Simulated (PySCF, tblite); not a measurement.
**BH7NO3Si2 radical, a small gas-phase stand-in for a defect centre (Si site with back bonds N[SiH3], [H], OB(O)O): EPR parameters**

Wanted: the EPR parameters for `OB(O)O[SiH]N[SiH3]`. It is drawn as: dangling bond.

Computed with tblite 0.8.0 and PySCF 2.14.0; each step states its level. No surroundings beyond the atoms listed, unless a continuum is named. Atoms count from 0, parts from 1.

## 1. The system as given

14 atoms, charge 0, multiplicity 2; geometry: distance geometry start.

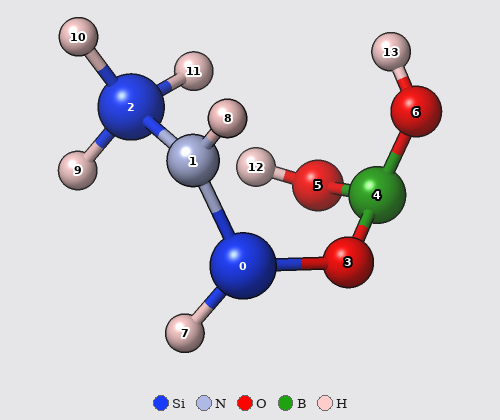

The starting geometry (silicon blue, nitrogen light blue, oxygen red, boron green, hydrogen pink), atoms numbered.

## 2. Geometry optimisation with GFN2-xTB

What the job is given:

```
{"job": {"kind": "relax", "xc": "GFN2-xTB", "basis": "xTB"}, "charge": 0, "multiplicity": 2}
Si     2.159045    -0.604624     2.200652
N      2.110220     0.660920     0.916794
Si     0.447545     1.341035     0.532033
O      1.854067    -2.251627     1.689896
B      0.855797    -2.655643     0.648803
O     -0.550969    -2.157480     0.870352
O      1.332286    -2.669309    -0.760293
H      1.629885    -0.237294     3.469665
H      2.723137     0.549049     0.115521
H     -0.233569     1.608738     1.732737
H      0.583167     2.525384    -0.246216
H     -0.274843     0.363390    -0.224799
H     -0.794904    -1.213242     0.901943
H      0.972869    -2.102444    -1.482520
```

Method: GFN2-xTB geometry optimisation, gas phase.

The run is started by

```
> OMP_NUM_THREADS=1 python cluster_run.py task.json out
```

This one command runs all jobs of the session in turn.

Standard output:

```text
step      E/eV     max force
  0    -638.36497    4.213
  1    -639.09021    3.384
  2    -639.89589    1.757
  3    -640.03202    1.076
  4    -640.16454    0.853
  5    -640.24349    0.699
  6    -640.30366    0.684
  7    -640.38262    0.802
  8    -640.43287    0.762
  9    -640.49271    0.701
 10    -640.55617    0.874
 11    -640.63346    0.868
 12    -640.70798    0.836
 13    -640.74452    1.287
 14    -640.73867    1.881
 15    -640.80771    0.367
 16    -640.82072    0.323
 17    -640.84553    0.351
 18    -640.86026    0.315
 19    -640.87757    0.319
 20    -640.88958    0.278
 21    -640.89766    0.243
 22    -640.90346    0.338
 23    -640.90788    0.204
 24    -640.91103    0.178
 25    -640.91377    0.155
 26    -640.91847    0.209
 27    -640.92586    0.296
 28    -640.93586    0.300
 29    -640.94738    0.247
 30    -640.95897    0.236
 31    -640.97046    0.253
 32    -640.98437    0.346
 33    -641.00094    0.323
 34    -641.01673    0.307
 35    -641.03153    0.341
 36    -641.04153    0.368
 37    -641.04809    0.402
 38    -641.05776    0.245
 39    -641.06751    0.143
 40    -641.07639    0.207
 41    -641.08416    0.193
 42    -641.08890    0.174
 43    -641.09199    0.214
 44    -641.09389    0.099
 45    -641.09505    0.076
 46    -641.09712    0.158
 47    -641.09865    0.148
 48    -641.10145    0.136
 49    -641.10316    0.087
 50    -641.10432    0.075
 51    -641.10541    0.087
 52    -641.10687    0.146
 53    -641.10915    0.143
 54    -641.11274    0.174
 55    -641.11590    0.175
 56    -641.11790    0.082
 57    -641.11890    0.081
 58    -641.11964    0.065
 59    -641.12029    0.070
 60    -641.12114    0.073
 61    -641.12220    0.094
 62    -641.12354    0.107
 63    -641.12482    0.098
 64    -641.12585    0.090
 65    -641.12656    0.061
 66    -641.12707    0.062
 67    -641.12746    0.050
 68    -641.12784    0.049
 69    -641.12824    0.049
 70    -641.12882    0.065
 71    -641.12941    0.066
 72    -641.12983    0.058
 73    -641.13009    0.036
 74    -641.13033    0.052
 75    -641.13062    0.061
 76    -641.13102    0.059
 77    -641.13161    0.063
 78    -641.13234    0.067
 79    -641.13302    0.066
 80    -641.13355    0.051
 81    -641.13399    0.047
 82    -641.13454    0.052
 83    -641.13536    0.078
 84    -641.13631    0.082
 85    -641.13712    0.062
 86    -641.13776    0.066
 87    -641.13844    0.065
 88    -641.13943    0.090
 89    -641.14079    0.118
 90    -641.14220    0.101
 91    -641.14350    0.071
 92    -641.14453    0.061
 93    -641.14510    0.045
 94    -641.14536    0.082
 95    -641.14555    0.034
 96    -641.14568    0.027
 97    -641.14580    0.029
 98    -641.14591    0.027
 99    -641.14603    0.024
100    -641.14613    0.019
101    -641.14622    0.020
102    -641.14627    0.019
103    -641.14630    0.019
104    -641.14634    0.014
105    -641.14638    0.017
106    -641.14644    0.023
107    -641.14654    0.031
108    -641.14671    0.038
109    -641.14695    0.041
110    -641.14720    0.032
111    -641.14739    0.031
112    -641.14751    0.029
113    -641.14763    0.027
114    -641.14780    0.030
115    -641.14801    0.037
116    -641.14822    0.034
117    -641.14838    0.034
118    -641.14849    0.027
119    -641.14857    0.032
120    -641.14864    0.018
121    -641.14870    0.017
122    -641.14876    0.018
123    -641.14884    0.022
124    -641.14891    0.025
125    -641.14897    0.020
126    -641.14902    0.020
127    -641.14909    0.018
128    -641.14915    0.018
129    -641.14920    0.023
130    -641.14923    0.019
131    -641.14927    0.014
132    -641.14929    0.013
133    -641.14931    0.010
134    -641.14932    0.011
135    -641.14934    0.011
136    -641.14936    0.012
137    -641.14939    0.012
138    -641.14941    0.009
139    -641.14942    0.009
140    -641.14944    0.009
141    -641.14946    0.010
142    -641.14948    0.009
143    -641.14951    0.010
144    -641.14953    0.013
145    -641.14956    0.013
146    -641.14961    0.013
147    -641.14968    0.018
148    -641.14977    0.024
149    -641.14986    0.025
150    -641.14995    0.024
151    -641.15005    0.024
152    -641.15015    0.022
153    -641.15030    0.026
154    -641.15048    0.027
155    -641.15067    0.037
156    -641.15088    0.034
157    -641.15102    0.031
158    -641.15118    0.028
159    -641.15130    0.027
160    -641.15148    0.035
161    -641.15157    0.055
162    -641.15171    0.035
163    -641.15183    0.037
164    -641.15197    0.040
165    -641.15207    0.042
166    -641.15218    0.031
167    -641.15225    0.045
168    -641.15233    0.036
169    -641.15242    0.028
170    -641.15250    0.073
171    -641.15273    0.033
172    -641.15287    0.029
173    -641.15191    0.197
174    -641.15323    0.027
175    -641.15347    0.031
176    -641.15340    0.204
177    -641.15416    0.041
178    -641.15454    0.059
179    -641.15401    0.263
180    -641.15533    0.077
181    -641.15574    0.086
182    -641.15606    0.256
183    -641.15725    0.102
184    -641.15807    0.099
185    -641.16021    0.215
186    -641.16304    0.137
187    -641.16748    0.220
188    -641.17351    0.182
189    -641.17495    0.348
190    -641.17348    0.364
191    -641.17743    0.330
192    -641.17519    0.455
193    -641.18170    0.209
194    -641.18079    0.259
195    -641.18352    0.057
196    -641.18397    0.055
197    -641.18468    0.048
198    -641.18491    0.062
199    -641.18521    0.045
200    -641.18543    0.035
201    -641.18543    0.035
202    -641.18594    0.011
203    -641.18595    0.001
```

It took 6.1 s on 1 thread of Arm Neoverse V1, shared host.

The steps of the relaxation:

```
step  energy from step 0 (eV)  largest force (eV/Å)
   0                   0.0000                4.2128
   8                  -2.0679                0.7618
  16                  -2.4558                0.3225
  24                  -2.5461                0.1782
  32                  -2.6194                0.3459
  40                  -2.7114                0.2067
  48                  -2.7365                0.1369
  56                  -2.7529                0.0825
  64                  -2.7609                0.0891
  72                  -2.7649                0.0575
  80                  -2.7686                0.0509
  88                  -2.7745                0.0906
  96                  -2.7807                0.0271
 104                  -2.7814                0.0141
 112                  -2.7825                0.0281
 120                  -2.7837                0.0185
 128                  -2.7842                0.0179
 136                  -2.7844                0.0121
 144                  -2.7846                0.0132
 152                  -2.7852                0.0221
 160                  -2.7865                0.0344
 168                  -2.7874                0.0364
 176                  -2.7884                0.2033
 184                  -2.7931                0.0988
 192                  -2.8102                0.4548
 200                  -2.8205                0.0355
 203                  -2.8210                0.0017
```

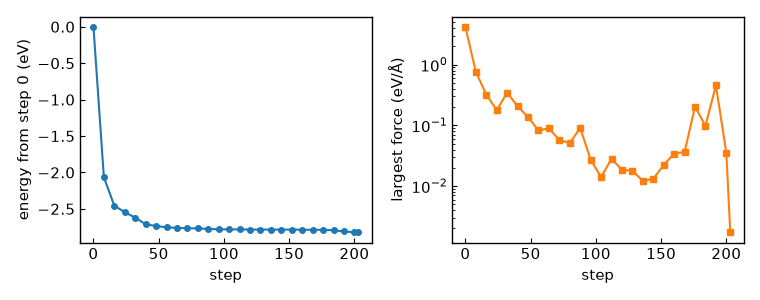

Energy and force, step by step.

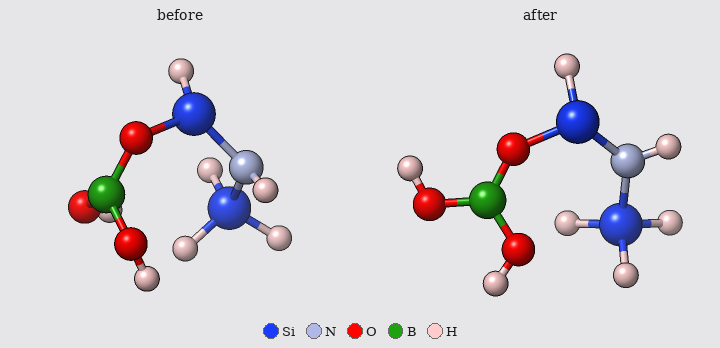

The geometry before (left) and after (right).

Distances of close pairs at the start and the end, largest changes first:

```
   bond  before (Å)  after (Å)  change (Å)
  O3–B4       1.498      1.336      -0.162
  B4–O5       1.509      1.366      -0.143
  B4–O6       1.488      1.361      -0.127
 Si0–O3       1.751      1.631      -0.121
 N1–Si2       1.837      1.741      -0.096
 Si0–N1       1.803      1.729      -0.074
 Si2–H9       1.406      1.461      +0.055
Si2–H10       1.424      1.471      +0.047
```

## 3. Relaxing the molecule at PBE0-D3(BJ)/def2-SVP

What the job is given:

```
{"job": {"xc": "PBE0", "basis": "def2-SVP", "d3": "d3bj", "grid": 2, "kind": "geom", "shake": 0.01}, "charge": 0, "multiplicity": 2}
Si     1.489853    -0.172701     1.212290
N      1.201568     1.333955     0.360963
Si    -0.071443     1.802674    -0.754188
O      0.315119    -1.233198     0.951126
B     -0.540179    -1.650588    -0.029022
O     -1.506672    -2.575211     0.219942
O     -0.411190    -1.147204    -1.278906
H      1.328470     0.047332     2.647427
H      1.959160     2.006547     0.470517
H     -1.337610     1.321937    -0.230741
H     -0.025809     3.271034    -0.674658
H      0.231245     1.369881    -2.106946
H     -1.560910    -2.889503     1.113168
H     -1.078080    -1.499562    -1.886564
```

Standard output:

```text
step   0  E = -887.67384278  max force = 0.036599
step   1  E = -887.68236891  max force = 0.005065
step   2  E = -887.68270846  max force = 0.002992
step   3  E = -887.68271387  max force = 0.004634
step   4  E = -887.68323792  max force = 0.002681
step   5  E = -887.68357808  max force = 0.003405
step   6  E = -887.68373057  max force = 0.001983
step   7  E = -887.68379243  max force = 0.000956
step   8  E = -887.68382110  max force = 0.000786
step   9  E = -887.68384653  max force = 0.000591
step  10  E = -887.68387506  max force = 0.000888
step  11  E = -887.68389346  max force = 0.000752
step  12  E = -887.68391110  max force = 0.000642
step  13  E = -887.68392662  max force = 0.000655
step  14  E = -887.68394296  max force = 0.000757
step  15  E = -887.68395928  max force = 0.000861
step  16  E = -887.68397594  max force = 0.000613
step  17  E = -887.68399440  max force = 0.000768
step  18  E = -887.68406442  max force = 0.001953
step  19  E = -887.68313050  max force = 0.005317
step  20  E = -887.68407354  max force = 0.003541
step  21  E = -887.68416007  max force = 0.002670
step  22  E = -887.68437790  max force = 0.001737
step  23  E = -887.68452131  max force = 0.001052
step  24  E = -887.68460489  max force = 0.001035
step  25  E = -887.68465516  max force = 0.000779
step  26  E = -887.68468952  max force = 0.000398
step  27  E = -887.68469728  max force = 0.000381
optimisation converged
```

It took 9.9 min on 1 thread of Arm Neoverse V1, shared host; peak memory 0.8 GiB.

Step by step: (the energy doesn't fall at every step)

```
step  energy from step 0 (eV)  largest force component (eV/Å)
   0                   0.0000                          1.8820
   1                  -0.2320                          0.2605
   2                  -0.2412                          0.1539
   3                  -0.2414                          0.2383
   4                  -0.2557                          0.1379
   5                  -0.2649                          0.1751
   6                  -0.2691                          0.1020
   7                  -0.2707                          0.0492
   8                  -0.2715                          0.0404
   9                  -0.2722                          0.0304
  10                  -0.2730                          0.0457
  11                  -0.2735                          0.0387
  12                  -0.2740                          0.0330
  13                  -0.2744                          0.0337
  14                  -0.2748                          0.0389
  15                  -0.2753                          0.0443
  16                  -0.2757                          0.0315
  17                  -0.2762                          0.0395
  18                  -0.2781                          0.1004
  19                  -0.2527                          0.2734
  20                  -0.2784                          0.1821
  21                  -0.2807                          0.1373
  22                  -0.2867                          0.0893
  23                  -0.2906                          0.0541
  24                  -0.2929                          0.0532
  25                  -0.2942                          0.0401
  26                  -0.2952                          0.0205
  27                  -0.2954                          0.0196
```

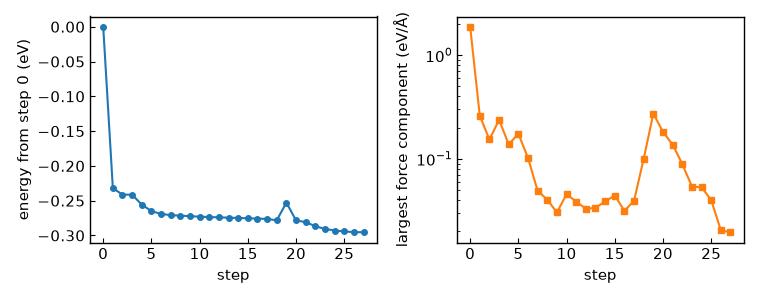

Energy and largest force along the relaxation.

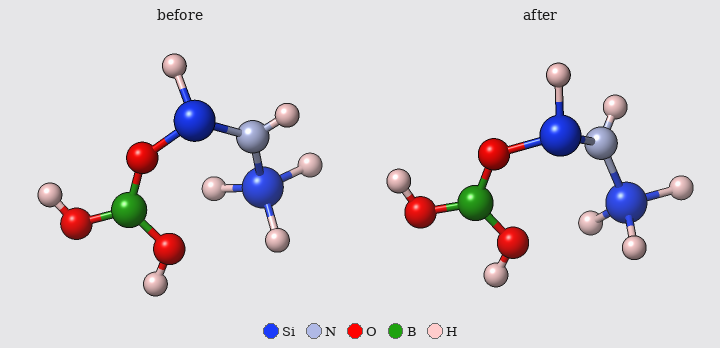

The geometry before (left) and after (right).

Distances of close pairs at the start and the end, largest changes first:

```
   bond  before (Å)  after (Å)  change (Å)
 Si0–O3       1.604      1.688      +0.084
 Si2–H9       1.452      1.494      +0.042
 Si0–H7       1.461      1.499      +0.038
Si2–H11       1.452      1.490      +0.037
Si2–H10       1.471      1.497      +0.026
 Si0–N1       1.754      1.733      -0.022
 O5–H12       0.948      0.962      +0.014
  B4–O6       1.354      1.367      +0.013
```

The end geometry stands in the next job.

```
                         at the end point                value
  point group (found at 0.08 Å tolerance)                   C1
rotational constants (GHz, main isotopes)  2.706, 1.175, 0.868
                        dipole moment (D)                 0.99
                                     ⟨S²⟩                0.751
```

(Part 1 of 2 ends here.)
